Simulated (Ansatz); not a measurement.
# C₃H₅Cl₂Ga (SMILES C=[C](C)[Ga]([Cl])[Cl]): what the fields show

Input

```
crystal:
  periodic: [false, false, false]
  atoms:
    - {symbol: C, position_ang: [-1.557157, -2.654790, -0.740974]}
    - {symbol: C, position_ang: [-1.152051, -1.493412, -0.206601]}
    - {symbol: C, position_ang: [-2.038062, -0.297539, -0.033793]}
    - {symbol: Cl, position_ang: [1.594731, 0.321564, 1.230500]}
    - {symbol: Cl, position_ang: [2.002152, -3.113434, 0.130760]}
    - {symbol: Ga, position_ang: [0.703129, -1.421105, 0.355531]}
    - {symbol: H, position_ang: [-0.885356, -3.511782, -0.853858]}
    - {symbol: H, position_ang: [-2.589545, -2.791917, -1.089722]}
    - {symbol: H, position_ang: [-3.057104, -0.496063, -0.401889]}
    - {symbol: H, position_ang: [-2.107654, 0.001292, 1.024717]}
    - {symbol: H, position_ang: [-1.642144, 0.577463, -0.574308]}
basis:
  gaussian: {orbitals: def2-SVPD}
hamiltonian: {xc: pbe0}
output: {forces: true, orbitals: {seedname: orbitals}}
```

Launched as:

```sh
ansatz run input.yaml --threads 2 --pin off --max-ram 6090MiB --events-out events.jsonl --progress --plain --runs-dir runs
```

Geometry: PBE0-D4/def2-SVP.

Computed with isolated molecule in a Gaussian basis; Kohn-Sham density functional theory, functional PBE0 in Ansatz 0.2.0.

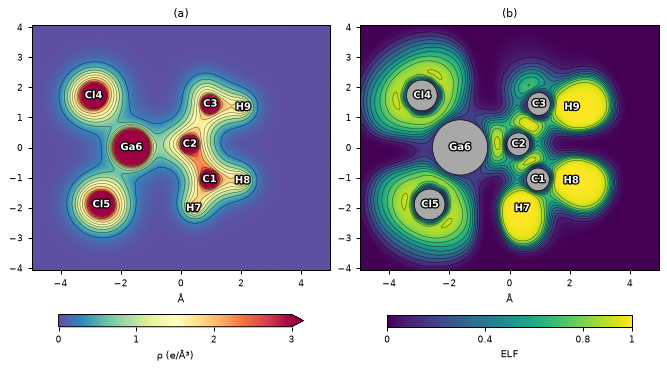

Figure 1. (a) electron density; (b) ELF on the plane of atoms C2, C3 and H9. Grey discs cover the atomic cores in the ELF map.

**What do the fields say about this system?**

- Atoms in the plane: C, Cl, Ga and H.
- C–C (1.34 Å): ρ at the midpoint is about 2.3 e/Å³; the ELF peaks at about 0.90 between the atoms: a short, multiple covalent bond.
- C–Ga (1.94 Å): the density is about 0.83 e/Å³ at the midpoint; the ELF peaks at about 0.90 in the valence shell of C, 0.7 Å from its nucleus, and is about 0.55 at the midpoint.
- Ga–Cl (2.14 Å): ρ is about 0.69 e/Å³ halfway; the ELF peaks at about 0.85 in the valence shell of Cl, 0.8 Å from its nucleus, and is about 0.55 at the midpoint.
- C–H (1.09 Å): ρ at the midpoint is about 2 e/Å³; the ELF climbs to about 1 towards the hydrogen, as it does in any bond to H (an ordinary covalent bond to hydrogen).
- C–C (1.50 Å): ρ at the midpoint is about 1.7 e/Å³; the ELF peaks at about 0.95 between the atoms, as expected for localised, covalent bonding.
- The ELF also peaks beside Cl5 and Cl4, away from the bonds: lone-pair regions.

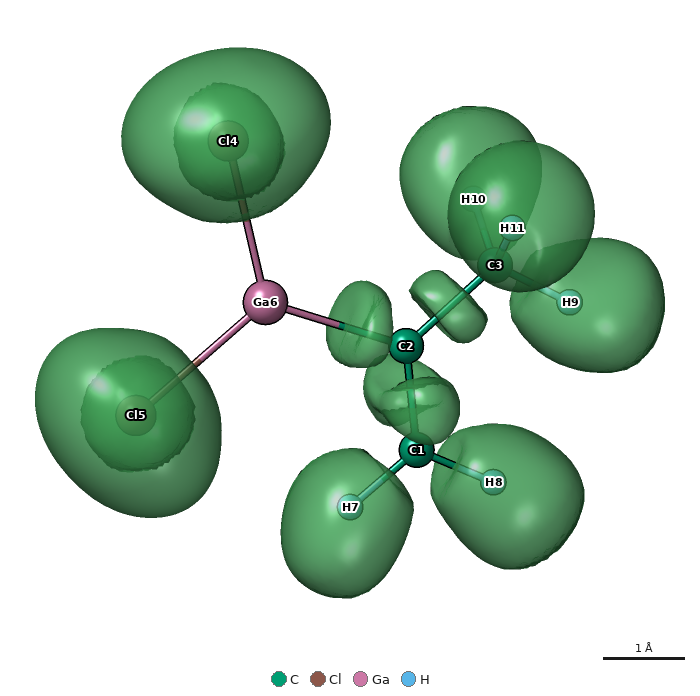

Figure 2. Isosurface of the ELF at 0.75 (green), seen at a tilt. Core shells and regions of very low density are left out.

**Identify the bonds, lone pairs and shells in this picture.**

At this value the surface marks out two regions between bonded C–C atoms (shared pairs), five regions around hydrogen nuclei, one lobe of the valence shell of C pointing towards Ga (polar bonds) and two regions wrapped around Cl (the valence shell of each).

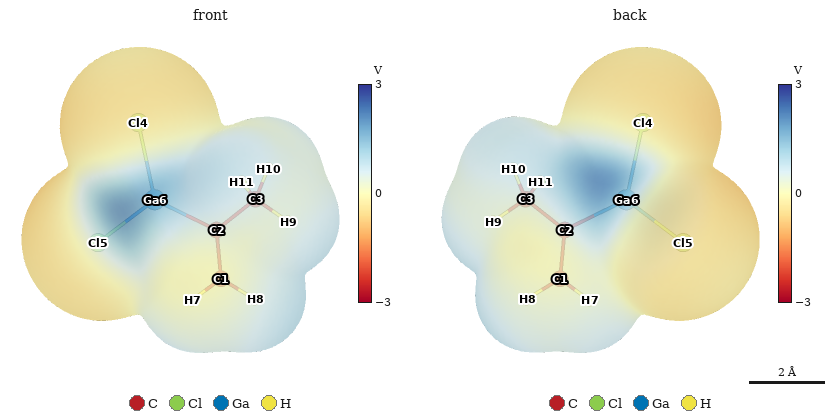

Figure 3. The molecular electrostatic potential painted on the density surface at 0.001 e/bohr³, seen from the front and from behind; red is negative and blue positive.

**Where is the surface potential most negative and most positive?**

The most negative region (about −0.7 V, or −16 kcal/mol for a unit charge) lies over Cl4 and Cl5, the most positive (about +2.0 V, or +46 kcal/mol for a unit charge) over Ga6.

**What dipole moment does the calculation give?**

Its dipole moment is 3.19 D.

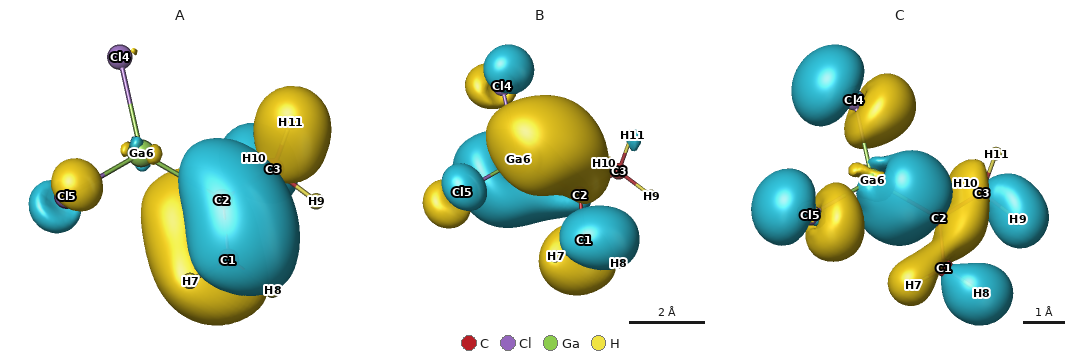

Figure 4. Three frontier orbitals at ±0.08 Å⁻³ᐟ² (yellow and cyan are the two phases), in no order.

**Order the three orbitals by energy and name them.**

C is the HOMO−1 (−8.69 eV). It lies mainly on C2 (about 25 %), Cl4 (about 25 %), Cl5 (about 15 %), Ga6 (about 15 %), C3 (about 5 %) and C1 (about 5 %). A is the HOMO (−8.25 eV). Its weight (Hirshfeld) is mainly on C1 (about 40 %), C2 (about 30 %) and C3 (about 5 %); π-bonding across C1–C2. B is the LUMO (−1.78 eV). By Hirshfeld shares it lies mainly on Ga6 (about 45 %), C1 (about 20 %), C2 (about 10 %), Cl4 (about 5 %) and Cl5 (about 5 %).

**What is the HOMO–LUMO gap?**

6.47 eV between the orbital energies.
